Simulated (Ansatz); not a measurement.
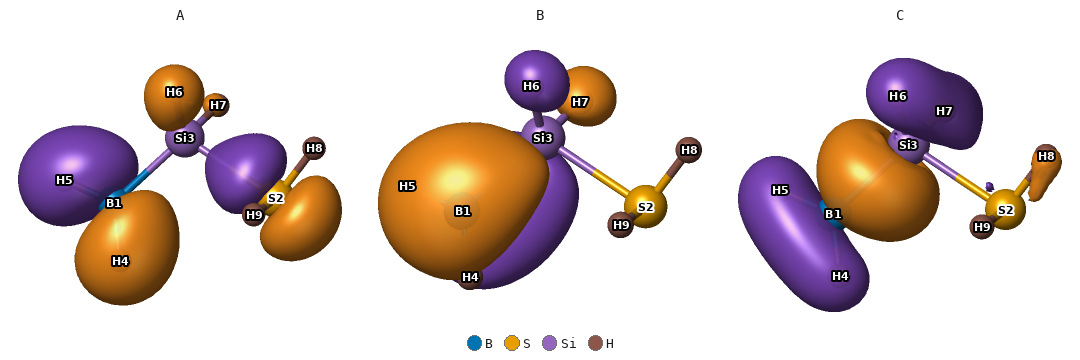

Figure. BH6SSi (charge +1). Three frontier orbitals at ±0.1 Å⁻³ᐟ² (orange and purple are the two phases), in no order.

Geometry: PBE-D3(BJ)/def2-SVP.

Method: isolated molecule in a Gaussian basis; Kohn-Sham density functional theory, functional PBE0 (Ansatz).

```xyz
9

B     0.0496   -1.5997   -1.8444
S     0.7195    0.4420    0.9356
Si   -0.8912   -0.8174   -0.2436
H     1.2336   -1.4548   -2.0478
H    -0.6467   -2.2365   -2.6042
H    -1.3798   -1.7619    0.8133
H    -1.8483    0.3082   -0.4956
H     0.0122    0.6880    2.0841
H     1.4253   -0.5933    1.4899
```

Q: Order the three orbitals by energy and name them.

A: A is the HOMO−1 (−14.59 eV). By Hirshfeld shares it lies mainly on B1 (about 30 %), H5 (about 20 %), H4 (about 20 %) and S2 (about 15 %). C is the HOMO (−13.78 eV). By Hirshfeld shares it lies mainly on B1 (about 35 %), Si3 (about 35 %), H5 (about 10 %) and H4 (about 5 %). B is the LUMO (−7.33 eV). By Hirshfeld shares it lies mainly on B1 (about 60 %) and Si3 (about 20 %).

Q: What is the HOMO–LUMO gap?

A: 6.45 eV between the orbital energies.
